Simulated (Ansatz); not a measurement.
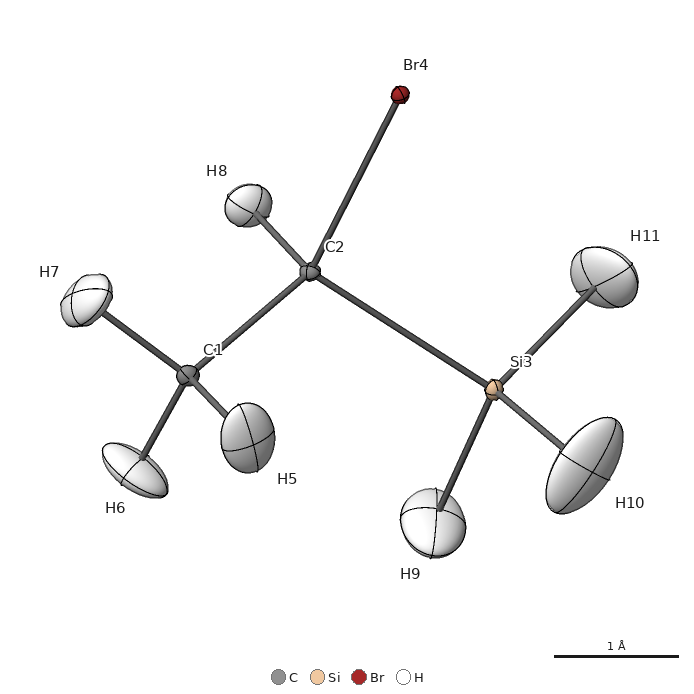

Displacement ellipsoids at the 50 % level, from the internal vibrations of the free molecule (harmonic, no overall translation or rotation; no half-axis is drawn under 0.075 Å). Vibrations computed with RKS PBE0-D4/def2-TZVP (Ansatz 0.2.0). Temperature: 200 K.

> Which atom moves most?

H10, with U_eq = 0.0413 Å².

> Does H10 move more along its bond or across it?

Across it: the root-mean-square amplitude is 0.086 Å along the bond and up to 0.289 Å across, since bending and torsion are softer than stretching.

Give the displacement parameters, one line for each set of equivalent atoms.

```tsv
atom	U_eq (Å²)	rms amplitudes (Å)
C1	0.0027	0.028, 0.058, 0.064
C2	0.0025	0.042, 0.050, 0.056
Si3	0.0015	0.013, 0.030, 0.060
Br4	0.00032	0.006, 0.013, 0.028
H5	0.0249	0.076, 0.148, 0.217
H6	0.0235	0.089, 0.141, 0.206
H7	0.0233	0.092, 0.143, 0.202
H8	0.0133	0.087, 0.123, 0.132
H9	0.0370	0.100, 0.172, 0.267
H10	0.0413	0.086, 0.181, 0.289
H11	0.0383	0.089, 0.183, 0.271
```
